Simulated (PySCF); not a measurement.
Consider C4H8Si (SMILES C=C[C@H]1C[SiH2]1).

```json
{"atom": "C", "x (Å)": "1.8403", "y (Å)": "0.0837", "z (Å)": "-0.6321"}
{"atom": "C", "x (Å)": "1.2146", "y (Å)": "0.2800", "z (Å)": "0.5217"}
{"atom": "C", "x (Å)": "-0.2317", "y (Å)": "0.3273", "z (Å)": "0.7310"}
{"atom": "C", "x (Å)": "-1.1820", "y (Å)": "0.6478", "z (Å)": "-0.4328"}
{"atom": "Si", "x (Å)": "-1.3372", "y (Å)": "-1.1235", "z (Å)": "0.1573"}
{"atom": "H", "x (Å)": "2.9143", "y (Å)": "0.0534", "z (Å)": "-0.6916"}
{"atom": "H", "x (Å)": "1.3113", "y (Å)": "-0.0472", "z (Å)": "-1.5609"}
{"atom": "H", "x (Å)": "1.8060", "y (Å)": "0.3947", "z (Å)": "1.4230"}
{"atom": "H", "x (Å)": "-0.5038", "y (Å)": "0.7981", "z (Å)": "1.6691"}
{"atom": "H", "x (Å)": "-1.9580", "y (Å)": "1.3649", "z (Å)": "-0.2013"}
{"atom": "H", "x (Å)": "-0.7055", "y (Å)": "0.8764", "z (Å)": "-1.3752"}
{"atom": "H", "x (Å)": "-0.6928", "y (Å)": "-2.1747", "z (Å)": "-0.6057"}
{"atom": "H", "x (Å)": "-2.4799", "y (Å)": "-1.4804", "z (Å)": "0.9797"}
```

Geometry: GFN2-xTB.

Method: CAM-B3LYP/def2-SVPD, SCF density, gas phase (PySCF 2.14.0).

### What will maps of the electron density and electron localisation function show?

C–C (1.33 Å): ρ at the midpoint is about 2.3 e/Å³; the ELF peaks at about 0.95 between the atoms: a multiple bond.
C–H (1.08 Å): ρ is about 2 e/Å³ halfway; the ELF climbs to about 1 towards the hydrogen, as it does in any bond to H; a covalent bond by its length.
C–C (1.46 Å): the density is about 1.8 e/Å³ at the midpoint; the ELF peaks at about 0.95 between the atoms; a shared electron pair.

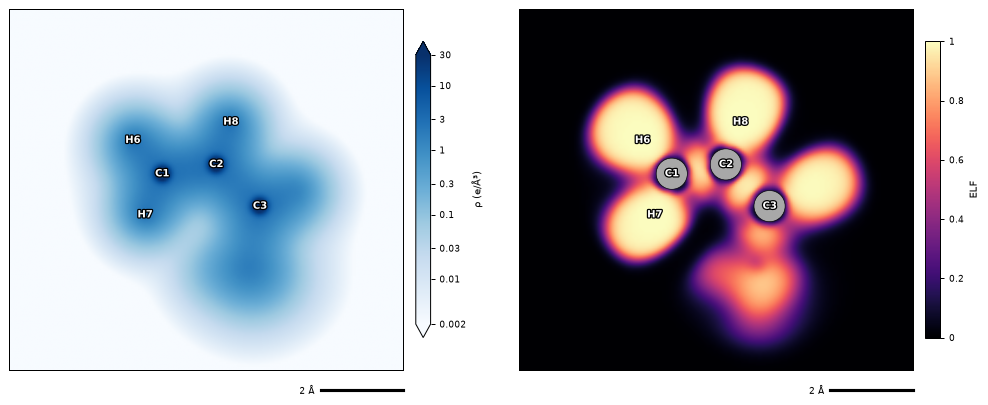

Computed electron density and electron localisation function on the plane of atoms C1, C2 and C3, in this order. Grey discs cover the atomic cores in the ELF map. 
